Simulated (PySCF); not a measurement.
# CH2ClGeN: one change and its effect

System: CH2ClGeN.
Method of run A: TDDFT PBE0/def2-SVP, vertical, gas phase, core orbitals frozen in the response (PySCF 2.14.0).

The geometry comes from this level: PBE0-D3(BJ)/def2-SVP. Text and figures count atoms from 1; the logs count them from 0 in places.

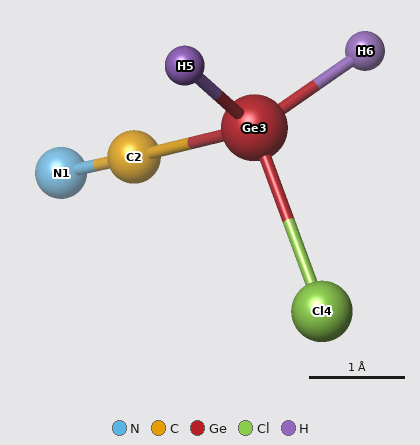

The structure (ball-and-stick view, seen at a tilt; atoms are numbered from 1 in the order of the input). Sticks mark near contacts.

**Input, run A**
```
{"job": {"kind": "uv", "xc": "PBE0", "basis": "def2-SVP"}, "charge": 0, "multiplicity": 1}
N      2.503396     0.231124    -0.059854
C      1.354767     0.077333    -0.035318
Ge    -0.545432    -0.207142     0.010245
Cl    -1.449561     1.738894    -0.053184
H     -0.897087    -0.881792     1.334687
H     -0.942410    -0.988293    -1.240860
```

The first line tells a small driver script what to run in PySCF; the rest is the geometry in Å.

Launched with:
```bash
OMP_NUM_THREADS=1 python <driver script> task.json out
```

Hardware: 1 CPU thread, shared host.

**Output (run A)**
```
coarse grid: 28976 points
cycle   1  E = -2630.2053410352  dE = -3.078e-01  |g| = 5.839e-01  |ddm| = 2.752e+00
cycle   2  E = -2630.0160173167  dE =  1.893e-01  |g| = 1.088e+00  |ddm| = 1.345e+00
cycle   3  E = -2630.2668588354  dE = -2.508e-01  |g| = 2.343e-01  |ddm| = 8.846e-01
cycle   4  E = -2630.2778783724  dE = -1.102e-02  |g| = 2.755e-02  |ddm| = 1.741e-01
cycle   5  E = -2630.2780337835  dE = -1.554e-04  |g| = 5.264e-03  |ddm| = 2.510e-02
cycle   6  E = -2630.2780419659  dE = -8.182e-06  |g| = 9.962e-04  |ddm| = 7.307e-03
final grid: 57728 points
cycle   7  E = -2630.2780306816  dE =  8.576e-08  |g| = 1.187e-03  |ddm| = 2.522e-03
cycle   8  E = -2630.2780300702  dE =  6.113e-07  |g| = 2.057e-03  |ddm| = 2.966e-03
cycle   9  E = -2630.2780309791  dE = -9.088e-07  |g| = 5.130e-04  |ddm| = 1.650e-03
cycle  10  E = -2630.2780310431  dE = -6.399e-08  |g| = 3.651e-05  |ddm| = 4.519e-04
cycle  11  E = -2630.2780310432  dE = -1.633e-10  |g| = 4.853e-06  |ddm| = 2.607e-05
converged SCF energy = -2630.2780310432

Static polarisability (au): isotropic 45.962, principal 36.290 44.629 56.967

Singlet excitations
state   eV       nm        f      main configurations
  1   6.5332    189.8   0.00248   H->L 0.94
  2   6.6830    185.5   0.01142   H-1->L 0.97
  3   6.9237    179.1   0.00256   H-2->L 0.83
  4   7.3307    169.1   0.01508   H-3->L 0.63, H-2->L+1 0.28
  5   7.4832    165.7   0.00059   H-3->L+1 0.62, H-1->L+1 0.27
  6   7.7859    159.2   0.00171   H-4->L 0.87
  7   7.8684    157.6   0.00029   H-1->L+1 0.64, H-3->L+1 0.26
  8   7.9119    156.7   0.02254   H->L+1 0.87
  9   8.4041    147.5   0.03124   H->L+2 0.92
 10   8.4288    147.1   0.00886   H-1->L+2 0.86

Triplet excitations (Tamm-Dancoff, eV): 5.7011 6.0905 6.1823 6.2827
```

For run B the input was changed thus:
```diff
-"basis": "def2-SVP"
+"basis": "6-31G*"
```

How does run B compare with run A?

The total energy of run B is 106.2 kcal/mol lower, which measures the change of basis and not a stability. The LUMO goes from −1.28 to −1.39 eV. The dipole moment goes from 3.37 to 3.46 D. The lowest excitation goes from 6.53 to 6.48 eV. The strongest computed line goes from 8.40 to 8.58 eV. The number of SCF iterations is the same. The basis functions go from 88 to 82.

**Output (run B)**
```
coarse grid: 28976 points
cycle   1  E = -2630.3750930410  dE = -2.601e-01  |g| = 5.818e-01  |ddm| = 2.712e+00
cycle   2  E = -2630.1958590974  dE =  1.792e-01  |g| = 1.073e+00  |ddm| = 1.400e+00
cycle   3  E = -2630.4356063658  dE = -2.397e-01  |g| = 2.384e-01  |ddm| = 8.913e-01
cycle   4  E = -2630.4470795547  dE = -1.147e-02  |g| = 2.828e-02  |ddm| = 1.767e-01
cycle   5  E = -2630.4472432618  dE = -1.637e-04  |g| = 5.121e-03  |ddm| = 2.413e-02
cycle   6  E = -2630.4472511080  dE = -7.846e-06  |g| = 9.733e-04  |ddm| = 6.897e-03
final grid: 57728 points
cycle   7  E = -2630.4472393154  dE =  1.204e-07  |g| = 1.246e-03  |ddm| = 2.371e-03
cycle   8  E = -2630.4472384162  dE =  8.991e-07  |g| = 2.379e-03  |ddm| = 2.924e-03
cycle   9  E = -2630.4472396419  dE = -1.226e-06  |g| = 4.852e-04  |ddm| = 1.752e-03
cycle  10  E = -2630.4472396995  dE = -5.763e-08  |g| = 3.087e-05  |ddm| = 4.341e-04
cycle  11  E = -2630.4472396997  dE = -1.723e-10  |g| = 4.916e-06  |ddm| = 2.806e-05
converged SCF energy = -2630.4472396997

Static polarisability (au): isotropic 45.420, principal 34.250 44.004 58.006

Singlet excitations
state   eV       nm        f      main configurations
  1   6.4783    191.4   0.00471   H->L 0.94
  2   6.6222    187.2   0.01664   H-1->L 0.97
  3   6.8174    181.9   0.00369   H-2->L 0.84
  4   7.2391    171.3   0.02088   H-3->L 0.69, H-2->L+1 0.23
  5   7.5059    165.2   0.00044   H-3->L+1 0.71, H-1->L+1 0.20
  6   7.7276    160.4   0.00044   H-4->L 0.93
  7   8.0320    154.4   0.00035   H-1->L+1 0.66, H-3->L+1 0.20, H-4->L+1 0.10
  8   8.1301    152.5   0.02179   H->L+1 0.91
  9   8.5374    145.2   0.00715   H->L+2 0.78, H->L+3 0.17
 10   8.5832    144.4   0.03230   H-1->L+2 0.62

Triplet excitations (Tamm-Dancoff, eV): 5.6510 6.0377 6.1342 6.2208
```

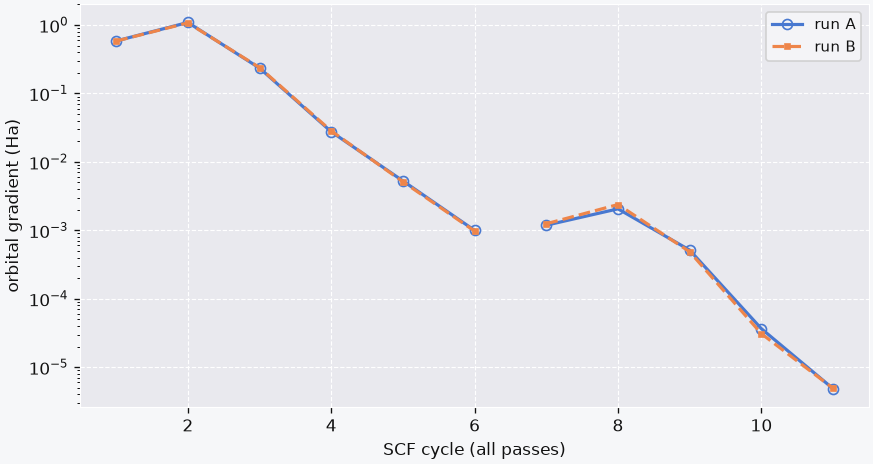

Convergence of the two runs: orbital gradient against the SCF cycle. A break in a curve parts two SCF passes (coarse and final grid). Run A takes 11 cycles in all, and run B takes 11.

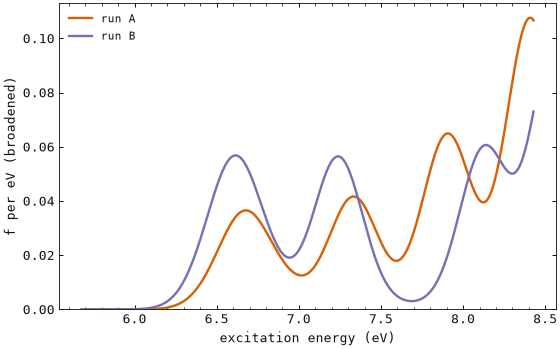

Absorption of the two runs from their computed states, each broadened by a Gaussian of 0.35 eV full width; the range ends where the shorter list of states ends.

**The two runs side by side**

| quantity | run A | run B |
| --- | --- | --- |
| outcome | converged | converged |
| total energy (hartree) | −2630.278031 | −2630.447240 |
| HOMO (eV) | −9.31 | −9.36 |
| LUMO (eV) | −1.28 | −1.39 |
| dipole moment (D) | 3.37 | 3.46 |
| lowest excitation (eV) | 6.53 | 6.48 |
| SCF iterations | 11 | 11 |
| strongest computed line (eV) | 8.40 | 8.58 |
| basis functions | 88 | 82 |
| wall time (shared host) | 5.3 s | 5 s |

For both runs: Spin–orbit coupling is left out, which matters for the heavy atoms.
